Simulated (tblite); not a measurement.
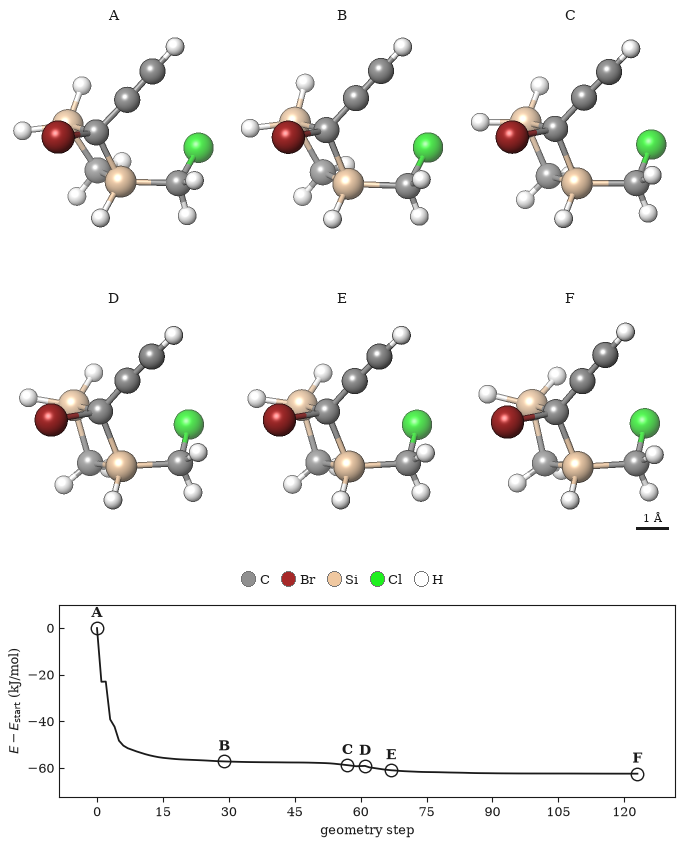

Frames of a relaxation of C5H8BrClSi2, marked on the history of the run. The picture is a ball-and-stick view, seen at a tilt.

Computed with GFN2-xTB geometry optimisation, gas phase (tblite). 

> What happens along the run?

Over 123 geometry steps the energy falls by 62.4 kJ/mol. The largest move after the best rigid fit is that of an H atom, 0.99 Å. By element the largest moves are H 0.99 Å, C 0.55 Å, Cl 0.46 Å, Br 0.40 Å, Si 0.39 Å. Among the contacts that change: C–Si 1.848 → 1.939 Å, C–Si 1.862 → 1.951 Å, Br–C 1.935 → 2.021 Å, C–Si 1.851 → 1.908 Å. Bond angles that change, for instance: C–Si–H 110.9° → 120.9°, Br–C–Si 116.0° → 106.1°, C–C–Si 111.4° → 120.6°. Groups turn about C–Si by about 30°, C–Si by about 25°, C–Si by about 25°. Cost: 1.5 s on 1 thread of Arm Neoverse V1, with other jobs on the host. From step 0 to 29: an H atom moves most (0.23 Å), energy −57.2 kJ/mol. From step 29 to 57: an H atom moves most (0.34 Å), energy −1.60 kJ/mol. From step 57 to 61: H atoms move most (0.38 Å), energy −0.31 kJ/mol. From step 61 to 67: an H atom moves most (0.06 Å), energy −1.88 kJ/mol. From step 67 to 123: an H atom moves most (0.20 Å), energy −1.46 kJ/mol.

| step | E − E(0), kJ/mol |
| --- | --- |
| 0 | 0.00 |
| 1 | -23.02 |
| 2 | -22.94 |
| 3 | -39.16 |
| 4 | -42.31 |
| 5 | -48.27 |
| 6 | -50.39 |
| 7 | -51.51 |
| 8 | -52.20 |
| 9 | -52.88 |
| 10 | -53.48 |
| 16 | -55.82 |
| 22 | -56.54 |
| 28 | -57.10 |
| 34 | -57.42 |
| 40 | -57.54 |
| 46 | -57.63 |
| 52 | -57.89 |
| 58 | -58.99 |
| 64 | -60.26 |
| 69 | -61.25 |
| 75 | -61.72 |
| 81 | -61.94 |
| 87 | -62.19 |
| 93 | -62.30 |
| 99 | -62.34 |
| 105 | -62.35 |
| 111 | -62.38 |
| 117 | -62.41 |
| 123 | -62.42 |
